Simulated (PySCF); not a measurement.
# C₂H₄BrFSi: electronic excitations and core binding energies

Wanted: the electronic excitations and core binding energies of C₂H₄BrFSi (`C=C(Br)[SiH2]F`), by calculation.

Computed with PySCF 2.14.0, with density-fitted response routines of our own, on a single molecule in the gas phase. Atoms count from 0, in the outputs and in this text.

### 1 The molecule as given

9 atoms, charge 0, multiplicity 1; geometry from: GFN2-xTB.

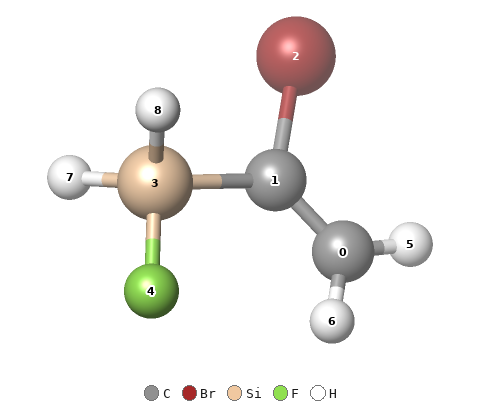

As it starts; carbon grey, bromine red, silicon light orange, fluorine green, hydrogen white, atoms numbered.

### 2 Ultraviolet spectrum: B3LYP/def2-SVPD

Job settings and geometry (Å):

```
{"job": {"kind": "uv", "xc": "B3LYP", "basis": "def2-SVPD", "nstates": 8, "ntriplets": 3}, "charge": 0, "multiplicity": 1}
C     -1.460744     0.093292    -0.569865
C     -0.450910     0.400324     0.226039
Br    -0.701470     1.744919     1.582083
Si     1.288853    -0.331947     0.221019
F      1.292586    -1.423568    -0.960802
H     -2.432027     0.557357    -0.503979
H     -1.329400    -0.657652    -1.331363
H      1.539773    -1.054742     1.455755
H      2.266901     0.678012    -0.144066
```

Method: TDDFT B3LYP/def2-SVPD, vertical, gas phase, core orbitals frozen in the response.

The run is started by

```console
OMP_NUM_THREADS=1 python probes_run.py task.json out
```

The driver reads the jobs from task.json and runs them one after another.

Standard output:

```text
coarse grid: 39296 points
cycle   1  E = -3041.6096854033  dE = -7.117e-01  |g| = 5.645e-01  |ddm| = 4.395e+00
cycle   2  E = -3041.5045358545  dE =  1.051e-01  |g| = 9.618e-01  |ddm| = 1.489e+00
cycle   3  E = -3041.6667624457  dE = -1.622e-01  |g| = 8.084e-02  |ddm| = 9.212e-01
cycle   4  E = -3041.6679313347  dE = -1.169e-03  |g| = 3.943e-02  |ddm| = 1.759e-01
cycle   5  E = -3041.6682937203  dE = -3.624e-04  |g| = 1.427e-02  |ddm| = 6.951e-02
cycle   6  E = -3041.6683452960  dE = -5.158e-05  |g| = 3.400e-03  |ddm| = 1.993e-02
cycle   7  E = -3041.6683478153  dE = -2.519e-06  |g| = 8.207e-04  |ddm| = 5.701e-03
final grid: 80512 points
cycle   8  E = -3041.6683628667  dE =  2.351e-07  |g| = 1.333e-03  |ddm| = 5.418e-03
cycle   9  E = -3041.6683621113  dE =  7.554e-07  |g| = 2.139e-03  |ddm| = 4.984e-03
cycle  10  E = -3041.6683633705  dE = -1.259e-06  |g| = 8.935e-05  |ddm| = 3.005e-03
cycle  11  E = -3041.6683633725  dE = -1.929e-09  |g| = 3.603e-05  |ddm| = 1.561e-04
cycle  12  E = -3041.6683633728  dE = -3.292e-10  |g| = 2.431e-06  |ddm| = 4.873e-05
converged SCF energy = -3041.6683633728

Static polarisability (au): isotropic 72.107, principal 54.888 77.421 84.012

Singlet excitations
state   eV       nm        f      main configurations
  1   5.5035    225.3   0.00140   H->L+1 0.96
  2   5.8443    212.1   0.00001   H-1->L 0.99
  3   5.8601    211.6   0.11577   H->L 0.90
  4   6.2377    198.8   0.01694   H-1->L+1 0.93
  5   6.3580    195.0   0.00166   H->L+2 0.95
  6   6.9454    178.5   0.00751   H->L+3 0.98
  7   7.0274    176.4   0.00174   H-3->L 0.98
  8   7.0784    175.2   0.00631   H-1->L+2 0.92

Triplet excitations (Tamm-Dancoff, eV): 4.0366 5.0451 5.5765
```

It took 31 s on 1 thread of Arm Neoverse V1, shared host; peak memory 0.63 GiB.

Frontier orbitals and where they lie:

```csv
orbital,eV,atoms
HOMO−3,-9.49,"Br2 28 %, C1 21 %, Si3 14 %"
HOMO−2,-9.37,"Br2 28 %, C1 19 %, Si3 16 %"
HOMO−1,-8.16,"Br2 77 %, C1 13 %, Si3 4 %"
HOMO,-7.49,"Br2 49 %, C0 23 %, C1 22 %"
LUMO,-1.20,"C0 35 %, C1 34 %, Br2 8 %"
LUMO+1,-0.79,"Br2 48 %, C1 22 %, Si3 12 %"
LUMO+2,-0.18,"Si3 34 %, Br2 18 %, C1 11 %"
```

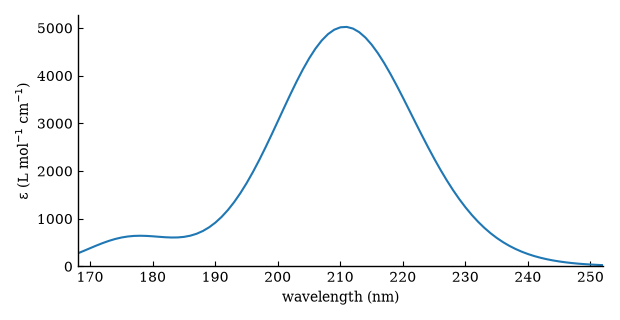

Absorption spectrum: each of the 8 states is a Gaussian band of 0.4 eV half-width at 1/e. Beyond the last state computed it falls off for lack of states.

Further results of this job:

| property | computed |
| --- | --- |
| dipole moment (D) | 0.29 |
| polarisability (Å³) | 10.69 |
| HOMO–LUMO gap (eV) | 6.30 |
| −ε(HOMO) (eV) | 7.49 |

### 3 Core holes by ΔSCF: SCAN, X2C

Settings changed since step 2:

```diff
@@ -1,2 +1,2 @@
-{"job": {"kind": "uv", "xc": "B3LYP", "basis": "def2-SVPD", "nstates": 8, "ntriplets": 3}, "charge": 0, "multiplicity": 1}
+{"job": {"kind": "xps"}, "charge": 0, "multiplicity": 1}
 C     -1.460744     0.093292    -0.569865
```

Level: delta-SCF UKS SCAN, pcX-2 on the ionised atom, pcseg-1 elsewhere, spin-free X2C.

Standard output:

```text
ground state, core basis on atom 0 (C), 138 functions
  cycle   1  E = -3067.13668537  |g| = 5.57e-01
  cycle   2  E = -3067.00968378  |g| = 1.01e+00
  cycle   3  E = -3067.19214546  |g| = 1.13e-01
  cycle   4  E = -3067.19484910  |g| = 5.38e-02
  cycle   5  E = -3067.19548466  |g| = 2.44e-02
  cycle   6  E = -3067.19563490  |g| = 2.75e-03
  cycle   7  E = -3067.19563594  |g| = 1.58e-03
  cycle   8  E = -3067.19563643  |g| = 5.90e-04
  cycle   9  E = -3067.19563509  |g| = 9.11e-05
  E(ground) = -3067.36955808 Eh
hole in C 1s of atom 0
  cycle   1  E = -3055.92674209  |g| = 1.51e+00
  cycle   2  E = -3054.58428247  |g| = 2.08e+00
  cycle   3  E = -3056.28418721  |g| = 5.84e-01
  cycle   4  E = -3056.36367222  |g| = 5.10e-01
  cycle   5  E = -3056.50644380  |g| = 1.16e-01
  cycle   6  E = -3056.51199609  |g| = 3.93e-02
  cycle   7  E = -3056.51283647  |g| = 1.60e-02
  cycle   8  E = -3056.51294920  |g| = 6.32e-03
  cycle   9  E = -3056.51298762  |g| = 3.18e-03
  cycle  10  E = -3056.51301308  |g| = 1.65e-03
  cycle  11  E = -3056.51301917  |g| = 6.78e-04
  cycle  12  E = -3056.51301918  |g| = 2.61e-04
  E(ion) = -3056.68590123 Eh   <S^2> = 0.7943   hole on atom = 1.000   binding energy = 290.717 eV
ground state, core basis on atom 1 (C), 138 functions
  cycle   1  E = -3067.20002650  |g| = 6.12e-02
  cycle   2  E = -3067.19957626  |g| = 4.86e-02
  cycle   3  E = -3067.19967805  |g| = 4.39e-02
  cycle   4  E = -3067.20019537  |g| = 7.72e-03
  cycle   5  E = -3067.20020862  |g| = 1.71e-03
  cycle   6  E = -3067.20021075  |g| = 2.47e-04
  E(ground) = -3067.37381456 Eh
hole in C 1s of atom 1
  cycle   1  E = -3055.89356799  |g| = 1.52e+00
  cycle   2  E = -3054.51988968  |g| = 2.21e+00
  cycle   3  E = -3056.34332372  |g| = 5.50e-01
  cycle   4  E = -3056.44992794  |g| = 2.84e-01
  cycle   5  E = -3056.48149529  |g| = 1.08e-01
  cycle   6  E = -3056.48716900  |g| = 2.58e-02
  cycle   7  E = -3056.48763627  |g| = 9.40e-03
  cycle   8  E = -3056.48775801  |g| = 6.41e-03
  cycle   9  E = -3056.48781235  |g| = 5.21e-03
  cycle  10  E = -3056.48786796  |g| = 2.70e-03
  cycle  11  E = -3056.48788808  |g| = 1.66e-03
  cycle  12  E = -3056.48789571  |g| = 6.41e-04
  cycle  13  E = -3056.48789459  |g| = 2.71e-04
  E(ion) = -3056.65877205 Eh   <S^2> = 0.8330   hole on atom = 1.000   binding energy = 291.571 eV
ground state, core basis on atom 3 (Si), 149 functions
  cycle   1  E = -3067.29733909  |g| = 2.90e-01
  cycle   2  E = -3067.29738304  |g| = 5.23e-02
  cycle   3  E = -3067.29701943  |g| = 5.51e-02
  cycle   4  E = -3067.29756685  |g| = 2.61e-02
  cycle   5  E = -3067.29775042  |g| = 2.13e-03
  cycle   6  E = -3067.29775011  |g| = 6.12e-04
  cycle   7  E = -3067.29774907  |g| = 1.18e-04
  E(ground) = -3067.43045958 Eh
hole in Si 1s of atom 3
  cycle   1  E = -2998.32468104  |g| = 4.35e+00
  cycle   2  E = -2996.73967408  |g| = 2.57e+00
  cycle   3  E = -2995.94000981  |g| = 1.77e+00
  cycle   4  E = -2999.11867940  |g| = 7.56e-01
  cycle   5  E = -2999.28098157  |g| = 4.62e-01
  cycle   6  E = -2999.36340561  |g| = 1.29e-01
  cycle   7  E = -2999.36887870  |g| = 7.21e-02
  cycle   8  E = -2999.37176893  |g| = 1.40e-02
  cycle   9  E = -2999.37188660  |g| = 3.40e-03
  cycle  10  E = -2999.37189102  |g| = 2.60e-03
  cycle  11  E = -2999.37189516  |g| = 4.16e-04
  E(ion) = -2999.51301289 Eh   <S^2> = 0.7521   hole on atom = 1.000   binding energy = 1848.128 eV
hole in Si 2p of atom 3
  cycle   1  E = -3062.98423107  |g| = 1.23e+00
  cycle   2  E = -3061.37645754  |g| = 1.66e+00
  cycle   3  E = -3063.02749865  |g| = 6.14e-01
  cycle   4  E = -3063.27701982  |g| = 1.90e-01
  cycle   5  E = -3063.27776756  |g| = 1.93e-01
  cycle   6  E = -3063.29767491  |g| = 3.98e-02
  cycle   7  E = -3063.29826495  |g| = 2.50e-02
  cycle   8  E = -3063.29855022  |g| = 3.14e-03
  cycle   9  E = -3063.29855852  |g| = 8.41e-04
  cycle  10  E = -3063.29855938  |g| = 5.23e-04
  cycle  11  E = -3063.29855932  |g| = 1.87e-04
  E(ion) = -3063.44329893 Eh   <S^2> = 0.7513   hole on atom = 1.003   binding energy = 108.496 eV
  2p3/2 = 108.219 eV   2p1/2 = 108.848 eV
ground state, core basis on atom 4 (F), 138 functions
  cycle   1  E = -3067.24070000  |g| = 1.23e-01
  cycle   2  E = -3067.24022998  |g| = 7.84e-02
  cycle   3  E = -3067.24049262  |g| = 6.66e-02
  cycle   4  E = -3067.24105881  |g| = 5.62e-03
  cycle   5  E = -3067.24106756  |g| = 2.02e-03
  cycle   6  E = -3067.24107044  |g| = 3.15e-04
  E(ground) = -3067.41723362 Eh
hole in F 1s of atom 4
  cycle   1  E = -3040.89380724  |g| = 2.58e+00
  cycle   2  E = -3040.58467325  |g| = 2.20e+00
  cycle   3  E = -3041.66281648  |g| = 4.50e-01
  cycle   4  E = -3041.68627474  |g| = 3.71e-01
  cycle   5  E = -3041.77906224  |g| = 1.00e-01
  cycle   6  E = -3041.78463999  |g| = 3.82e-02
  cycle   7  E = -3041.78552967  |g| = 4.62e-03
  cycle   8  E = -3041.78554409  |g| = 1.22e-03
  cycle   9  E = -3041.78554392  |g| = 4.38e-04
  E(ion) = -3041.96797979 Eh   <S^2> = 0.7565   hole on atom = 1.000   binding energy = 692.509 eV
```

Wall time 33 s (1 thread of Arm Neoverse V1, shared host); peak memory 0.47 GiB.

Binding energies by hole, beside the orbital energy of the ground state; the difference holds orbital relaxation and, for a density functional, its self-interaction error:

| hole | stands for | environment | ΔSCF (eV; 2p as the shell's mean) | −ε (eV) | ⟨S²⟩ |
| --- | --- | --- | --- | --- | --- |
| C1s on C0 | C0 | terminal =CH2 carbon | 290.72 | 274.3 | 0.794 |
| C1s on C1 | C1 | fully substituted alkene carbon | 291.57 | 275.3 | 0.833 |
| Si1s on Si3 | Si3 | silicon bonded to C, F, 2 H | 1848.13 | 1794.7 | 0.752 |
| Si2p on Si3 | Si3 | silicon bonded to C, F, 2 H | 108.43 | 97.4 | 0.751 |
| F1s on F4 | F4 | fluorine bonded to Si | 692.51 | 666.5 | 0.757 |

With the spin-orbit splitting: Si3 2p3/2 108.22, 2p1/2 108.85 eV. The table gives each 2p level as the mean over the whole 2p shell (two parts 2p3/2, one part 2p1/2), which differs a little from the single hole in the log.

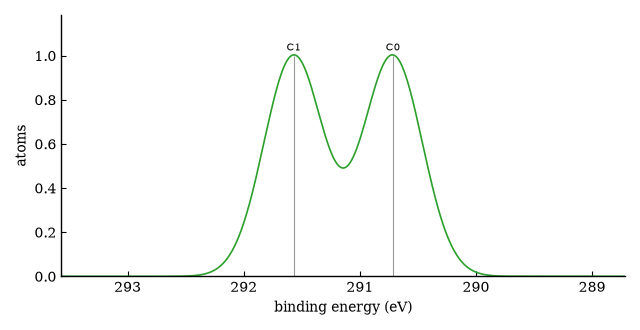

The C1s photoelectron lines, weighted by the number of atoms. Lines are broadened to a width of 0.60 eV (Gaussian).

### 4 What came out

| quantity | value |
| --- | --- |
| lowest singlet (B3LYP/def2-SVPD) | 5.50 eV (225 nm), f = 0.001 |
| brightest single state of those computed | state 3, 5.86 eV, f = 0.116 |
| lowest triplet | 4.04 eV |
| C1s binding energies, SCAN/pcX-2 | C1 291.57, C0 290.72 eV |
| Si1s binding energies, SCAN/pcX-2 | Si3 1848.13 eV |
| Si2p binding energies, SCAN/pcX-2 | Si3 108.43 eV |
| F1s binding energies, SCAN/pcX-2 | F4 692.51 eV |

What this shows: The first singlet state (HOMO→LUMO+1 0.96) lies at 5.50 eV and is weak; of the 8 states computed, the strongest absorption comes from state 3 at 5.86 eV. The lowest triplet lies 1.47 eV below the lowest singlet (triplets in Tamm-Dancoff, singlets in full TDDFT). C1 (fully substituted alkene carbon) binds its C1s electron 0.85 eV more tightly than C0 (terminal =CH2 carbon).
